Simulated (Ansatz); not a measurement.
**AlPH (quartet): RPA-PBE over a scan of the distance Al1–P2, 6-31G**

Aim: run AlPH (quartet) with these functionals over a scan of the distance Al1–P2, and hold them against the top wave-function level at the same points.

The runs use Ansatz 0.2.0, Gaussian basis; 6-31G, all electrons in the functionals, frozen cores in the correlation of double hybrids and RPA.

Plan: RPA-PBE, at 1.898 Å; 2.119 Å; 2.392 Å; 2.644 Å; 2.918 Å; 3.313 Å; 3.839 Å; 4.403 Å; 5.255 Å; 6.410 Å; 7.939 Å.

## Step 1: The geometry

The geometry derives from a PBE0/def2-TZVP stationary point (not a proven minimum). One bond is set to the value named and the two fragments are kept rigid.

3 atoms, charge 0, spin multiplicity 4.

Atoms are counted from 1 here; the program's logs count them from 0.

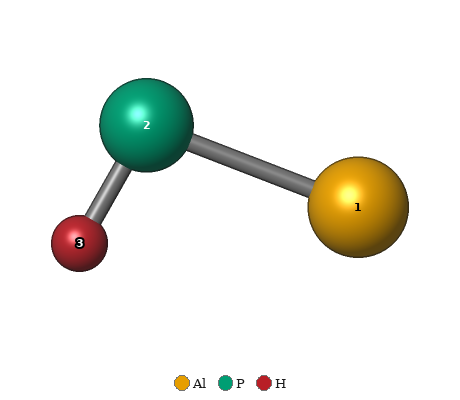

The geometry (aluminium amber, phosphorus teal, hydrogen red); atoms are numbered from 1 in the order of the file.

No dispersion term is added.

The geometry shown and the zero of energy belong to the point 2.392 Å. The yardstick, FCI, and other wave-function levels (R restricted, U unrestricted, valence and pair active spaces) come from earlier runs.

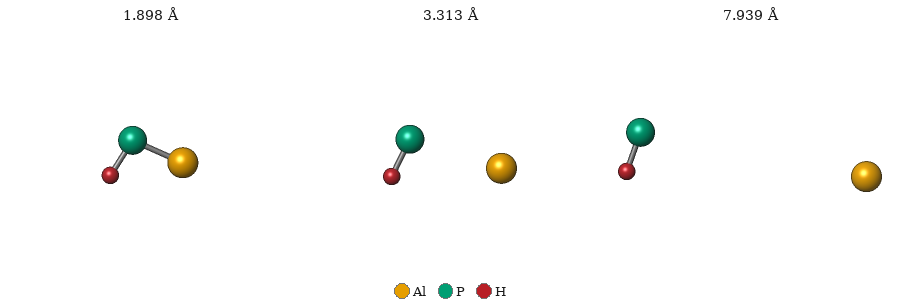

Three points of the scan; sticks are drawn by distance.

## Step 2: RPA-PBE, 1.898 Å

The input, in.yaml:

```yaml
crystal:
  periodic: [false, false, false]
  atoms:
    - {symbol: Al, position_ang: [0.000000, 0.022696, 1.033065]}
    - {symbol: P, position_ang: [0.000000, -0.063397, -0.862982]}
    - {symbol: H, position_ang: [0.000000, 1.340615, -1.134873]}
basis:
  gaussian: {orbitals: 6-31G}
magnetization: {spin_polarized: true, initial_magnetization: 3}
hamiltonian: {xc: {name: PBE}}
correlation: {method: rpa, electrons: outside_noble_gas}
```

The run is started by

```
$ ansatz run in.yaml --threads 1 --pin off --events-out ev --progress --plain --max-ram 4096MiB --backend cpu
```

Standard output:

```text
Functional definition: PBE
  name "PBE"
  cite "Perdew, Burke & Ernzerhof, Phys. Rev. Lett. 77, 3865 (1996) doi:10.1103/PhysRevLett.77.3865"
  parent pbe
  parameter kappa = 0.804
  parameter beta = 0.06672455060314922
  exchange = pbe_x(kappa = kappa, mu = beta*pi^2/3)
  correlation = pbe_c(beta = beta)
310 factors; integrals over basis functions are off by at most 2.5e-4 eV
mean field evaluation 1: about -15885.7576 eV, gradient 8.3e0 eV
mean field evaluation 2: about -15885.7501 eV, gradient 8.3e0 eV
mean field evaluation 4: about -15886.3938 eV, gradient 1.8e0 eV
mean field evaluation 8: about -15886.4363 eV, gradient 3.1e-2 eV
mean field evaluation 16: about -15886.4363 eV, gradient 3.6e-6 eV
mean field evaluation 32: about -15886.1710 eV, gradient 7.5e-1 eV
mean field evaluation 64: about -15886.4235 eV, gradient 7.1e-1 eV
mean field -15886.43626667 eV, -583.8157645870 hartree, gradient 3.6e-6 eV, S^2 3.750820; 8 other end points of the search recorded, 0 dependent functions left out
10 core orbitals not correlated: weight in the atoms' cores, before any rotation towards them, 1.000 or more for the frozen orbitals, at most 0.000 for the correlated occupied ones
reference -15863.66720895 eV, -582.9790171491 hartree; 6, 3 occupied and 12, 15 virtual orbitals, 310 factors
Total energy: -15867.28684716 eV, -583.1120363998 hartree
```

Wall time 2.4 s (1 thread of AMD EPYC 7R13, shared host).

From the report: ⟨S²⟩ of the determinant 3.751 (pure quartet: 3.75).

## Step 3: RPA-PBE, 2.119 Å

The input, in.yaml:

```yaml
crystal:
  periodic: [false, false, false]
  atoms:
    - {symbol: Al, position_ang: [0.000000, 0.028134, 1.152812]}
    - {symbol: P, position_ang: [0.000000, -0.067984, -0.964007]}
    - {symbol: H, position_ang: [0.000000, 1.336028, -1.235898]}
basis:
  gaussian: {orbitals: 6-31G}
magnetization: {spin_polarized: true, initial_magnetization: 3}
hamiltonian: {xc: {name: PBE}}
correlation: {method: rpa, electrons: outside_noble_gas}
```

Same command.

Standard output, cut to the lines that bear on the results:

```text
Functional definition: PBE
  name "PBE"
  cite "Perdew, Burke & Ernzerhof, Phys. Rev. Lett. 77, 3865 (1996) doi:10.1103/PhysRevLett.77.3865"
  parent pbe
[...]
310 factors; integrals over basis functions are off by at most 2.5e-4 eV
[...]
mean field -15888.19327016 eV, -583.8803332742 hartree, gradient 4.5e-6 eV, S^2 3.751020; 7 other end points of the search recorded, 0 dependent functions left out
10 core orbitals not correlated: weight in the atoms' cores, before any rotation towards them, 1.000 or more for the frozen orbitals, at most 0.000 for the correlated occupied ones
reference -15865.52031301 eV, -583.0471174673 hartree; 6, 3 occupied and 12, 15 virtual orbitals, 310 factors
Total energy: -15869.20873646 eV, -583.1826645290 hartree
```

Wall time 2 s (1 thread of AMD EPYC 7R13, shared host).

From the report: ⟨S²⟩ of the determinant 3.751 (pure quartet: 3.75).

## Step 4: RPA-PBE, 2.392 Å

The input, in.yaml:

```yaml
crystal:
  periodic: [false, false, false]
  atoms:
    - {symbol: Al, position_ang: [0.000000, 0.034843, 1.300562]}
    - {symbol: P, position_ang: [0.000000, -0.073644, -1.088657]}
    - {symbol: H, position_ang: [0.000000, 1.330368, -1.360548]}
basis:
  gaussian: {orbitals: 6-31G}
magnetization: {spin_polarized: true, initial_magnetization: 3}
hamiltonian: {xc: {name: PBE}}
correlation: {method: rpa, electrons: outside_noble_gas}
```

Launched as before.

Standard output, cut to the lines that bear on the results:

```text
Functional definition: PBE
  name "PBE"
  cite "Perdew, Burke & Ernzerhof, Phys. Rev. Lett. 77, 3865 (1996) doi:10.1103/PhysRevLett.77.3865"
  parent pbe
[...]
310 factors; integrals over basis functions are off by at most 2.5e-4 eV
[...]
mean field -15888.86640881 eV, -583.9050706632 hartree, gradient 1.4e-6 eV, S^2 3.752286; 7 other end points of the search recorded, 0 dependent functions left out
10 core orbitals not correlated: weight in the atoms' cores, before any rotation towards them, 1.000 or more for the frozen orbitals, at most 0.000 for the correlated occupied ones
reference -15866.24178096 eV, -583.0736309254 hartree; 6, 3 occupied and 12, 15 virtual orbitals, 310 factors
Total energy: -15870.04305720 eV, -583.2133252507 hartree
```

Run time: 2.5 s. Hardware: 1 thread of AMD EPYC 7R13, shared host.

From the report: ⟨S²⟩ of the determinant 3.752 (pure quartet: 3.75).

## Step 5: RPA-PBE, 2.644 Å

The input, in.yaml:

```yaml
crystal:
  periodic: [false, false, false]
  atoms:
    - {symbol: Al, position_ang: [0.000000, 0.041051, 1.437279]}
    - {symbol: P, position_ang: [0.000000, -0.078882, -1.203999]}
    - {symbol: H, position_ang: [0.000000, 1.325130, -1.475890]}
basis:
  gaussian: {orbitals: 6-31G}
magnetization: {spin_polarized: true, initial_magnetization: 3}
hamiltonian: {xc: {name: PBE}}
correlation: {method: rpa, electrons: outside_noble_gas}
```

Launched as before.

Standard output, cut to the lines that bear on the results:

```text
Functional definition: PBE
  name "PBE"
  cite "Perdew, Burke & Ernzerhof, Phys. Rev. Lett. 77, 3865 (1996) doi:10.1103/PhysRevLett.77.3865"
  parent pbe
[...]
310 factors; integrals over basis functions are off by at most 2.5e-4 eV
[...]
mean field -15888.89936799 eV, -583.9062818908 hartree, gradient 3.3e-7 eV, S^2 3.754540; 6 other end points of the search recorded, 0 dependent functions left out
10 core orbitals not correlated: weight in the atoms' cores, before any rotation towards them, 1.000 or more for the frozen orbitals, at most 0.000 for the correlated occupied ones
reference -15866.34228339 eV, -583.0773243214 hartree; 6, 3 occupied and 12, 15 virtual orbitals, 310 factors
Total energy: -15870.21641763 eV, -583.2196961290 hartree
```

Wall time 2 s (1 thread of AMD EPYC 7R13, shared host).

From the report: ⟨S²⟩ of the determinant 3.755 (pure quartet: 3.75).

From 2.392 Å: -4.0 kcal/mol.

## Step 6: RPA-PBE, 2.918 Å

The input, in.yaml:

```yaml
crystal:
  periodic: [false, false, false]
  atoms:
    - {symbol: Al, position_ang: [0.000000, 0.047792, 1.585744]}
    - {symbol: P, position_ang: [0.000000, -0.084569, -1.329253]}
    - {symbol: H, position_ang: [0.000000, 1.319443, -1.601144]}
basis:
  gaussian: {orbitals: 6-31G}
magnetization: {spin_polarized: true, initial_magnetization: 3}
hamiltonian: {xc: {name: PBE}}
correlation: {method: rpa, electrons: outside_noble_gas}
```

Launched as before.

Standard output, cut to the lines that bear on the results:

```text
Functional definition: PBE
  name "PBE"
  cite "Perdew, Burke & Ernzerhof, Phys. Rev. Lett. 77, 3865 (1996) doi:10.1103/PhysRevLett.77.3865"
  parent pbe
[...]
310 factors; integrals over basis functions are off by at most 2.5e-4 eV
[...]
mean field -15888.75235280 eV, -583.9008791821 hartree, gradient 9.6e-6 eV, S^2 3.756599; 7 other end points of the search recorded, 0 dependent functions left out
10 core orbitals not correlated: weight in the atoms' cores, before any rotation towards them, 1.000 or more for the frozen orbitals, at most 0.000 for the correlated occupied ones
reference -15866.35161504 eV, -583.0776672535 hartree; 6, 3 occupied and 12, 15 virtual orbitals, 310 factors
Total energy: -15870.22742251 eV, -583.2201005509 hartree
```

Run time: 2.2 s. Hardware: 1 thread of AMD EPYC 7R13, shared host.

From the report: ⟨S²⟩ of the determinant 3.757 (pure quartet: 3.75).

From 2.392 Å: -4.3 kcal/mol.

## Step 7: RPA-PBE, 3.313 Å

The input, in.yaml:

```yaml
crystal:
  periodic: [false, false, false]
  atoms:
    - {symbol: Al, position_ang: [0.000000, 0.057510, 1.799772]}
    - {symbol: P, position_ang: [0.000000, -0.092768, -1.509818]}
    - {symbol: H, position_ang: [0.000000, 1.311244, -1.781709]}
basis:
  gaussian: {orbitals: 6-31G}
magnetization: {spin_polarized: true, initial_magnetization: 3}
hamiltonian: {xc: {name: PBE}}
correlation: {method: rpa, electrons: outside_noble_gas}
```

Launched as before.

Standard output, cut to the lines that bear on the results:

```text
Functional definition: PBE
  name "PBE"
  cite "Perdew, Burke & Ernzerhof, Phys. Rev. Lett. 77, 3865 (1996) doi:10.1103/PhysRevLett.77.3865"
  parent pbe
[...]
310 factors; integrals over basis functions are off by at most 2.5e-4 eV
[...]
mean field -15888.54465850 eV, -583.8932465574 hartree, gradient 4.5e-6 eV, S^2 3.755724; 8 other end points of the search recorded, 0 dependent functions left out
10 core orbitals not correlated: weight in the atoms' cores, before any rotation towards them, 1.000 or more for the frozen orbitals, at most 0.000 for the correlated occupied ones
reference -15866.45486747 eV, -583.0814617101 hartree; 6, 3 occupied and 12, 15 virtual orbitals, 310 factors
Total energy: -15870.24291144 eV, -583.2206697585 hartree
```

Run time: 3 s. Hardware: 1 thread of AMD EPYC 7R13, shared host.

From the report: ⟨S²⟩ of the determinant 3.756 (pure quartet: 3.75).

From 2.392 Å: -4.6 kcal/mol.

## Step 8: RPA-PBE, 3.839 Å

The input, in.yaml:

```yaml
crystal:
  periodic: [false, false, false]
  atoms:
    - {symbol: Al, position_ang: [0.000000, -0.351912, 2.647329]}
    - {symbol: P, position_ang: [0.000000, -0.526050, -1.187719]}
    - {symbol: H, position_ang: [0.000000, 0.877962, -1.459610]}
basis:
  gaussian: {orbitals: 6-31G}
magnetization: {spin_polarized: true, initial_magnetization: 3}
hamiltonian: {xc: {name: PBE}}
correlation: {method: rpa, electrons: outside_noble_gas}
```

The command is unchanged.

Standard output, cut to the lines that bear on the results:

```text
Functional definition: PBE
  name "PBE"
  cite "Perdew, Burke & Ernzerhof, Phys. Rev. Lett. 77, 3865 (1996) doi:10.1103/PhysRevLett.77.3865"
  parent pbe
[...]
310 factors; integrals over basis functions are off by at most 2.5e-4 eV
[...]
mean field -15888.39960767 eV, -583.8879160378 hartree, gradient 1.6e-8 eV, S^2 3.753371; 10 other end points of the search recorded, 0 dependent functions left out
10 core orbitals not correlated: weight in the atoms' cores, before any rotation towards them, 1.000 or more for the frozen orbitals, at most 0.000 for the correlated occupied ones
reference -15866.60260351 eV, -583.0868909095 hartree; 6, 3 occupied and 12, 15 virtual orbitals, 310 factors
Total energy: -15870.30819341 eV, -583.2230688267 hartree
```

It took 5 s on 1 thread of AMD EPYC 7R13, shared host.

From the report: ⟨S²⟩ of the determinant 3.753 (pure quartet: 3.75).

From 2.392 Å: -6.1 kcal/mol.

## Step 9: RPA-PBE, 4.403 Å

The input, in.yaml:

```yaml
crystal:
  periodic: [false, false, false]
  atoms:
    - {symbol: Al, position_ang: [0.000000, -0.334857, 3.022942]}
    - {symbol: P, position_ang: [0.000000, -0.534578, -1.375526]}
    - {symbol: H, position_ang: [0.000000, 0.869434, -1.647417]}
basis:
  gaussian: {orbitals: 6-31G}
magnetization: {spin_polarized: true, initial_magnetization: 3}
hamiltonian: {xc: {name: PBE}}
correlation: {method: rpa, electrons: outside_noble_gas}
```

Launched as before.

Standard output, cut to the lines that bear on the results:

```text
Functional definition: PBE
  name "PBE"
  cite "Perdew, Burke & Ernzerhof, Phys. Rev. Lett. 77, 3865 (1996) doi:10.1103/PhysRevLett.77.3865"
  parent pbe
[...]
310 factors; integrals over basis functions are off by at most 2.5e-4 eV
[...]
mean field -15888.33820882 eV, -583.8856596718 hartree, gradient 7.7e-10 eV, S^2 3.752840; 10 other end points of the search recorded, 0 dependent functions left out
10 core orbitals not correlated: weight in the atoms' cores, before any rotation towards them, 1.000 or more for the frozen orbitals, at most 0.000 for the correlated occupied ones
reference -15866.66734189 eV, -583.0892700012 hartree; 6, 3 occupied and 12, 15 virtual orbitals, 310 factors
Total energy: -15870.34649590 eV, -583.2244764171 hartree
```

Wall time 6.5 s (1 thread of AMD EPYC 7R13, shared host).

From the report: ⟨S²⟩ of the determinant 3.753 (pure quartet: 3.75).

From 2.392 Å: -7.0 kcal/mol.

## Step 10: RPA-PBE, 5.255 Å

The input, in.yaml:

```yaml
crystal:
  periodic: [false, false, false]
  atoms:
    - {symbol: Al, position_ang: [0.000000, -0.309092, 3.590358]}
    - {symbol: P, position_ang: [0.000000, -0.547460, -1.659233]}
    - {symbol: H, position_ang: [0.000000, 0.856552, -1.931124]}
basis:
  gaussian: {orbitals: 6-31G}
magnetization: {spin_polarized: true, initial_magnetization: 3}
hamiltonian: {xc: {name: PBE}}
correlation: {method: rpa, electrons: outside_noble_gas}
```

The command is unchanged.

Standard output, cut to the lines that bear on the results:

```text
Functional definition: PBE
  name "PBE"
  cite "Perdew, Burke & Ernzerhof, Phys. Rev. Lett. 77, 3865 (1996) doi:10.1103/PhysRevLett.77.3865"
  parent pbe
[...]
310 factors; integrals over basis functions are off by at most 2.8e-4 eV
[...]
mean field -15888.30882499 eV, -583.8845798360 hartree, gradient 2.3e-6 eV, S^2 3.752786; 10 other end points of the search recorded, 0 dependent functions left out
10 core orbitals not correlated: weight in the atoms' cores, before any rotation towards them, 1.000 or more for the frozen orbitals, at most 0.000 for the correlated occupied ones
reference -15866.68967112 eV, -583.0900905852 hartree; 6, 3 occupied and 12, 15 virtual orbitals, 310 factors
Total energy: -15870.35741872 eV, -583.2248778234 hartree
```

Run time: 8 s. Hardware: 1 thread of AMD EPYC 7R13, shared host.

From the report: ⟨S²⟩ of the determinant 3.753 (pure quartet: 3.75).

From 2.392 Å: -7.2 kcal/mol.

## Step 11: RPA-PBE, 6.410 Å

The input, in.yaml:

```yaml
crystal:
  periodic: [false, false, false]
  atoms:
    - {symbol: Al, position_ang: [0.000000, -0.274165, 4.359565]}
    - {symbol: P, position_ang: [0.000000, -0.564924, -2.043837]}
    - {symbol: H, position_ang: [0.000000, 0.839088, -2.315728]}
basis:
  gaussian: {orbitals: 6-31G}
magnetization: {spin_polarized: true, initial_magnetization: 3}
hamiltonian: {xc: {name: PBE}}
correlation: {method: rpa, electrons: outside_noble_gas}
```

Launched as before.

Standard output, cut to the lines that bear on the results:

```text
Functional definition: PBE
  name "PBE"
  cite "Perdew, Burke & Ernzerhof, Phys. Rev. Lett. 77, 3865 (1996) doi:10.1103/PhysRevLett.77.3865"
  parent pbe
[...]
310 factors; integrals over basis functions are off by at most 2.5e-4 eV
[...]
mean field -15888.29791725 eV, -583.8841789838 hartree, gradient 1.5e-6 eV, S^2 3.752786; 10 other end points of the search recorded, 0 dependent functions left out
10 core orbitals not correlated: weight in the atoms' cores, before any rotation towards them, 1.000 or more for the frozen orbitals, at most 0.000 for the correlated occupied ones
reference -15866.69207904 eV, -583.0901790747 hartree; 6, 3 occupied and 12, 15 virtual orbitals, 310 factors
Total energy: -15870.35649705 eV, -583.2248439524 hartree
```

It took 8.5 s on 1 thread of AMD EPYC 7R13, shared host.

From the report: ⟨S²⟩ of the determinant 3.753 (pure quartet: 3.75).

From 2.392 Å: -7.2 kcal/mol.

## Step 12: RPA-PBE, 7.939 Å

The input, in.yaml:

```yaml
crystal:
  periodic: [false, false, false]
  atoms:
    - {symbol: Al, position_ang: [0.000000, -0.227928, 5.377849]}
    - {symbol: P, position_ang: [0.000000, -0.588042, -2.552979]}
    - {symbol: H, position_ang: [0.000000, 0.815970, -2.824870]}
basis:
  gaussian: {orbitals: 6-31G}
magnetization: {spin_polarized: true, initial_magnetization: 3}
hamiltonian: {xc: {name: PBE}}
correlation: {method: rpa, electrons: outside_noble_gas}
```

Launched as before.

Standard output, cut to the lines that bear on the results:

```text
Functional definition: PBE
  name "PBE"
  cite "Perdew, Burke & Ernzerhof, Phys. Rev. Lett. 77, 3865 (1996) doi:10.1103/PhysRevLett.77.3865"
  parent pbe
[...]
310 factors; integrals over basis functions are off by at most 2.5e-4 eV
[...]
mean field -15888.29344033 eV, -583.8840144602 hartree, gradient 8.3e-10 eV, S^2 3.752783; 10 other end points of the search recorded, 0 dependent functions left out
10 core orbitals not correlated: weight in the atoms' cores, before any rotation towards them, 1.000 or more for the frozen orbitals, at most 0.000 for the correlated occupied ones
reference -15866.69038837 eV, -583.0901169435 hartree; 6, 3 occupied and 12, 15 virtual orbitals, 310 factors
Total energy: -15870.35503861 eV, -583.2247903558 hartree
```

It took 8 s on 1 thread of AMD EPYC 7R13, shared host.

From the report: ⟨S²⟩ of the determinant 3.753 (pure quartet: 3.75).

From 2.392 Å: -7.2 kcal/mol.

## Step 13: The comparison

The yardstick is full CI for this spin, exact in this basis with these frozen cores. It comes from earlier runs at the same points. Energies in kcal/mol, counted from 2.392 Å; blanks weren't run or aren't comparable.

```tsv
level	1.898 Å	2.119 Å	2.392 Å	2.644 Å	2.918 Å	3.313 Å	3.839 Å	4.403 Å	5.255 Å	6.410 Å	7.939 Å
FCI	61.6	18.0	0.0	-3.0	-2.5	-1.9	-1.7	-1.4	-1.1	-1.0	-0.9
RPA-PBE	63.6	19.2	0.0	-4.0	-4.3	-4.6	-6.1	-7.0	-7.2	-7.2	-7.2
```

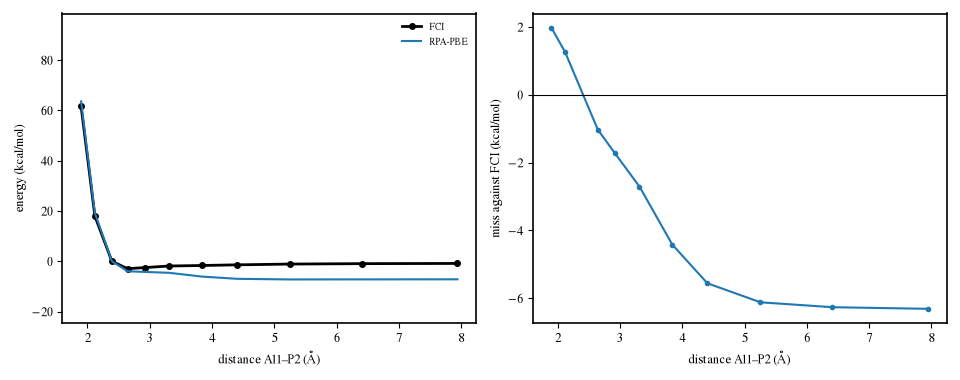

Left: the curves (the axis may cut off levels that run far away). Right: misses against FCI, in the same colours.

Largest miss and mean time a point (FCI took 13 s a point; shared hosts):

```tsv
level	largest miss (kcal/mol)	where	time a point
RPA-PBE	-6.3	7.939 Å	4.6 s
```

## Step 14: Results

```
             quantity                    value
span of the FCI curve            64.5 kcal/mol
largest miss, RPA-PBE  -6.3 kcal/mol (7.939 Å)
```

**Reading.** RPA-PBE strays by up to 6.3 kcal/mol, at 7.939 Å. Functionals and the yardstick converge differently with the basis, so part of each miss in 6-31G is the basis.
